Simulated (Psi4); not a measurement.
# Two attempts at BH3Cl− (SMILES [H][B-]([H])([H])Cl)

Wanted: energy and forces of BH3Cl−, HF/cc-pVTZ-F12 (sfX2C, density fitting).

The results are computed with Psi4 1.11.

### Step 1. The system as given

The species is BH3Cl− (5 atoms), meant as a singlet with charge -1. SMILES: `[H][B-]([H])([H])Cl`. The shape is that of a GFN2-xTB optimisation.

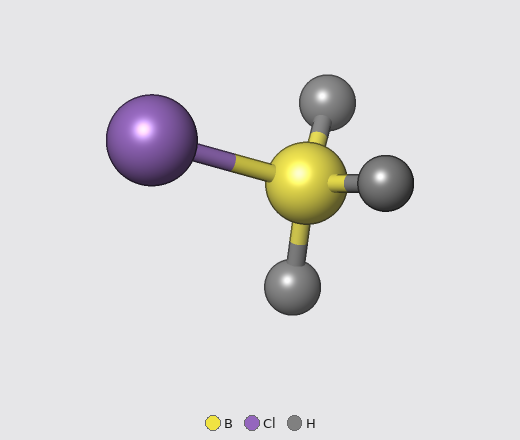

Viewed from a chosen angle; boron yellow, chlorine purple, hydrogen grey.

### Step 2. The input as first written

The input, bclh3.xyz:

```xyz
5
BClH3
B     -0.001280     0.001630    -0.167010
Cl     0.013600    -0.021140     1.707330
H      1.152300     0.011380    -0.522240
H     -0.586640     1.005700    -0.497000
H     -0.577980    -0.997580    -0.521080
```

The input, run.py:

```python
import psi4

psi4.set_memory(1600000000)
psi4.set_num_threads(1)
psi4.set_output_file('run.log', False)

with open('bclh3.xyz') as f:
    atoms = ''.join(f.readlines()[2:])
m = psi4.geometry('-1 1\n' + atoms + '')

psi4.set_options({
    'basis': 'cc-pVTZ-F12',
    'scf_type': 'df',
    'maxiter': 5,
    'relativistic': 'x2c',
})

e_tot, wfn = psi4.gradient("scf", return_wfn=True)
print('gradient / Eh bohr^-1')
print(e_tot.np.round(6))
print(f'energy = {wfn.energy():.10f} Eh')
for k, v in sorted(psi4.core.scalar_variables().items()):
    print(f'{k:45s} {v:18.10f}')
```

Command:

```sh
python run.py
```

run.log:

```text
INFO     [psi4.driver.task_planner:263] PLANNING FD:  dermode=(1, 0) keywords={'MAXITER': 5, 'RELATIVISTIC': 'X2C', 'SCF_TYPE': 'DF', 'function_kwargs': {}, 'SCF__E_CONVERGENCE': 1e-08, 'SCF__D_CONVERGENCE': 1e-08} findif_kw={'findif_stencil_size': 3, 'findif_step_size': 0.005, 'findif_verbose': 1} kw={}
INFO     [psi4.driver.driver_findif:273]
         ----------------------------------------------------------
                                   FINDIF
         ----------------------------------------------------------

INFO     [psi4.driver.driver_findif:282]   Using finite-differences of energies to determine gradients.
    Generating geometries for use with 3-point formula.
    Displacement size will be 5.00e-03.

INFO     [psi4.driver.driver_findif:301]     Number of atoms is 5.
    Number of symmetric SALCs is 9.
    Translations projected? 1. Rotations projected? 1.

INFO     [psi4.driver.driver_findif:377]     Number of geometries (including reference) is 19.

D: 17696
    Memory:     1.5 GiB
    Threads:    1
                ecpint, einsums, f̶o̶r̶t̶e̶, gauxc, gcp, g̶d̶m̶a̶, geometric, g̶p̶u̶_̶d̶f̶c̶c̶,
                i̶n̶t̶e̶g̶r̶a̶t̶o̶r̶x̶x̶, i̶p̶i̶, libefp, m̶d̶i̶, m̶p̶2̶d̶, m̶r̶c̶c̶, ooo,
                o̶p̶e̶n̶f̶e̶r̶m̶i̶o̶n̶p̶s̶i̶4̶, pcmsolver, p̶s̶i̶4̶f̶o̶c̶k̶c̶i̶, p̶s̶i̶x̶a̶s̶,
                p̶y̶e̶i̶n̶s̶u̶m̶s̶, r̶e̶s̶p̶, s̶i̶m̶i̶n̶t̶, s̶n̶s̶m̶p̶2̶,
                v̶2̶r̶d̶m̶_̶c̶a̶s̶s̶c̶f̶

Relativistic analytic gradients are not implemented yet, re-routing to finite differences.

         ----------------------------------------------------------
                                   FINDIF
         ----------------------------------------------------------

  Using finite-differences of energies to determine gradients.
    Generating geometries for use with 3-point formula.
    Displacement size will be 5.00e-03.
    Number of atoms is 5.
    Number of symmetric SALCs is 9.
    Translations projected? 1. Rotations projected? 1.
    Number of geometries (including reference) is 19.
 19 displacements needed ...

  //>>>>>>>>>>>>>>>>>>>>>>>>>>>>>>>>>>>//
  //    FiniteDifference Computations  //
  //<<<<<<<<<<<<<<<<<<<<<<<<<<<<<<<<<<<//
```

It took 4.8 s on 1 thread of Intel Xeon Platinum 8488C (Sapphire Rapids), shared host; peak memory 0.39 GiB.

### Step 3. What went wrong

The run stopped without converging.

The log says `psi4.driver.p4util.exceptions.SCFConvergenceError: Could not converge SCF iterations in 5 iterations.`. What is wrong: the iteration cap is too low for convergence. To mend it: iteration cap at its default in place of 5.

### Step 4. Second attempt

bclh3.xyz is that of step 2.

The input, job.py:

```python
import psi4

psi4.set_memory('1600 MB')
psi4.set_num_threads(1)
psi4.core.set_output_file('output.dat', False)

with open('bclh3.xyz') as f:
    atoms = ''.join(f.readlines()[2:])
geom = psi4.geometry('-1 1\n' + atoms + '')

options = {'basis': 'cc-pVTZ-F12', 'scf_type': 'df', 'relativistic': 'x2c'}
psi4.set_options(options)

e_tot = psi4.gradient('hf')
print('gradient / Eh bohr^-1')
print(e_tot.np.round(6))
```

Command:

```sh
python job.py
```

output.dat:

```text
[...]
  Running in c1 symmetry.
[...]
  Nuclear repulsion =   42.139721438069571
[...]
  Multiplicity = 1
[...]
  Nalpha       = 13
  Nbeta        = 13
[...]
    Number of basis functions: 169
[...]
    WARNING: The X2C and Dirac Hamiltonians have substatially different eigenvalues!
             This is probably caused by the recontraction of the basis set.
[...]
   @DF-RHF iter   1:  -487.19646107163538   -6.05811e-01   1.99055e-03 ADIIS/DIIS
[...]
    WARNING: The X2C and Dirac Hamiltonians have substatially different eigenvalues!
             This is probably caused by the recontraction of the basis set.
[...]
    WARNING: The X2C and Dirac Hamiltonians have substatially different eigenvalues!
             This is probably caused by the recontraction of the basis set.
[...]
    WARNING: The X2C and Dirac Hamiltonians have substatially different eigenvalues!
             This is probably caused by the recontraction of the basis set.
[...]
    WARNING: The X2C and Dirac Hamiltonians have substatially different eigenvalues!
             This is probably caused by the recontraction of the basis set.
[...]
    WARNING: The X2C and Dirac Hamiltonians have substatially different eigenvalues!
             This is probably caused by the recontraction of the basis set.
[...]
   @DF-RHF iter  10:  -487.26313180934227   -2.66027e-11   4.50504e-09 DIIS
[...]
    Orbital Energies [Eh]
    ---------------------
    Doubly Occupied:
       1A   -104.952731     2A    -10.369115     3A     -7.784491
       4A     -7.783810     5A     -7.783810     6A     -7.351464
       7A     -0.850887     8A     -0.477396     9A     -0.283728
      10A     -0.283537    11A     -0.260139    12A     -0.184661
      13A     -0.184523
[...]
  @DF-RHF Final Energy:  -487.26313180934227
   => Energetics <=
    Nuclear Repulsion Energy =             42.1482139423953299
    One-Electron Energy =                -761.7221103253654064
    Two-Electron Energy =                 232.3107645736278641
    Total Energy =                       -487.2631318093422692
[...]
 Multipole Moments:
 ------------------------------------------------------------------------------------
     Multipole            Electronic (a.u.)      Nuclear  (a.u.)        Total (a.u.)
 ------------------------------------------------------------------------------------
 L = 1.  Multiply by 2.5417464519 to convert [e a0] to [Debye]
 Dipole X            :          0.0390779           -0.0314237            0.0076542
 Dipole Y            :         -0.0641288            0.0495856           -0.0145431
 Dipole Z            :          5.0060197           -3.9317361            1.0742836
 Magnitude           :                                                    1.0744093
[...]
```

The script printed:

```text
gradient / Eh bohr^-1
[[ 2.6900e-04 -6.9200e-04  1.7222e-02]
 [-2.3000e-04  3.7900e-04 -3.0995e-02]
 [-4.9020e-03 -4.3000e-05  4.6740e-03]
 [ 2.3390e-03 -3.9630e-03  4.4150e-03]
 [ 2.5240e-03  4.3200e-03  4.6840e-03]]
```

Wall time 42 s (1 thread of Intel Xeon Platinum 8488C (Sapphire Rapids), shared host); peak memory 0.43 GiB.

### Step 5. Outcome

At HF/cc-pVTZ-F12 (sfX2C, density fitting):

| quantity | value |
| --- | --- |
| total energy | -487.26316 Eh |
| largest force on an atom | 1.594 eV/Å |

The largest force is 1.59 eV/Å: the shape isn't a stationary point for this species at this level.
